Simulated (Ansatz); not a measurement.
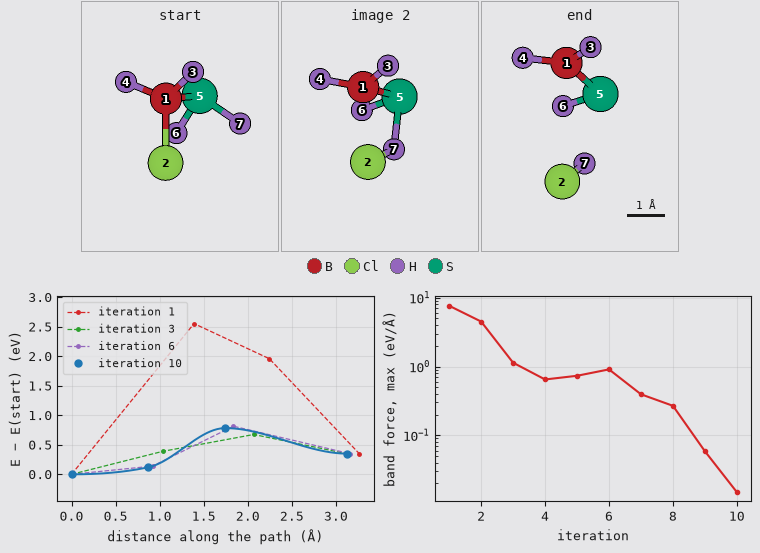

A search for the minimum-energy path of BH₄SCl by the nudged elastic band. Images are numbered from 0 (start) to 3 (end). The plot follows the band through its iterations. Style: ball-and-stick. Shown from a free direction.

Method: RKS PBE0/def2-SVP in Ansatz 0.2.0.

Input
```yaml
crystal:
  periodic: [false, false, false]
  atoms:
    - { symbol: B, position_ang: [0.020037, -0.105446, 0.112529] }
    - { symbol: Cl, position_ang: [-0.617464, 0.536105, 1.698069] }
    - { symbol: H, position_ang: [1.192019, 0.12195, -0.102158] }
    - { symbol: H, position_ang: [-0.733035, 0.013739, -0.830912] }
    - { symbol: S, position_ang: [0.081871, -2.140418, 0.259126] }
    - { symbol: H, position_ang: [-1.145625, -2.389076, 0.773802] }
    - { symbol: H, position_ang: [0.684398, -2.285753, 1.462944] }
basis:
  gaussian: { orbitals: def2-SVP }
hamiltonian:
  xc: pbe0
neb:
  order_check: false
  images: 2
  f_tol: 0.03
  max_iterations: 60
  climbing: true
  final_atoms:
    - { symbol: B, position_ang: [0.1425827, -0.57707804, -0.51191234] }
    - { symbol: Cl, position_ang: [-0.14278979, 0.15599116, 2.97865591] }
    - { symbol: H, position_ang: [1.20067421, -0.00683651, -0.55577513] }
    - { symbol: H, position_ang: [-0.89638346, -0.06456557, -0.83167955] }
    - { symbol: S, position_ang: [0.20676697, -2.26899894, 0.03796948] }
    - { symbol: H, position_ang: [-1.1102839, -2.57218377, -0.03535862] }
    - { symbol: H, position_ang: [0.08163427, -0.91522734, 2.29150024] }
  initial_path:
    images:
      - { positions_ang: [[0.020037, -0.105446, 0.112529], [-0.617464, 0.536105, 1.698069], [1.192019, 0.12195, -0.102158], [-0.733035, 0.013739, -0.830912], [0.081871, -2.140418, 0.259126], [-1.145625, -2.389076, 0.773802], [0.684398, -2.285753, 1.462944]] }
      - { positions_ang: [[0.06637875, -0.05470337, 0.01723164], [-0.22355318, 0.22367071, 2.01562665], [1.16213788, -0.04436975, -0.41191136], [-0.84804977, 0.01574646, -0.73114277], [0.02350906, -2.09660748, 0.58409174], [-0.89775764, -2.70749919, 0.18111442], [0.1995359, -1.58513639, 1.71838967]] }
      - { positions_ang: [[0.10722732, -0.21191405, -0.19091547], [-0.06532844, 0.0969661, 2.44248896], [1.16502295, -0.08729858, -0.56311707], [-0.90249926, -0.01035506, -0.73139862], [0.06514105, -2.13946779, 0.5103729], [-0.88597727, -2.76853511, -0.08860578], [-0.00138534, -1.1282945, 1.99457508]] }
      - { positions_ang: [[0.1425827, -0.57707804, -0.51191234], [-0.14278979, 0.15599116, 2.97865591], [1.20067421, -0.00683651, -0.55577513], [-0.89638346, -0.06456557, -0.83167955], [0.20676697, -2.26899894, 0.03796948], [-1.1102839, -2.57218377, -0.03535862], [0.08163427, -0.91522734, 2.29150024]] }
```

Command:
```bash
ansatz run input.yaml --threads 1 --pin off --max-ram 2048MiB --backend cpu --events-out ev --progress --plain --runs-dir out
```

Question: Judge this run.

Answer: The run is converged, with reservations. The band converged in 10 iterations. The largest component of the band force went from 7.6 to 0.015 eV/Å. The climbing image converged on the top of the path. Its curvatures weren't checked. So few images resolve the path coarsely. The first iteration put the highest image at 2.55 eV. Forward barrier 0.78 eV, backward barrier 0.43 eV, with image 2 at the top; the reaction energy is +0.35 eV.

The run took 17 s on 1 thread of AMD EPYC 9R45 96-Core Processor (Zen 5) (shared host), peak memory 0.15 GiB.
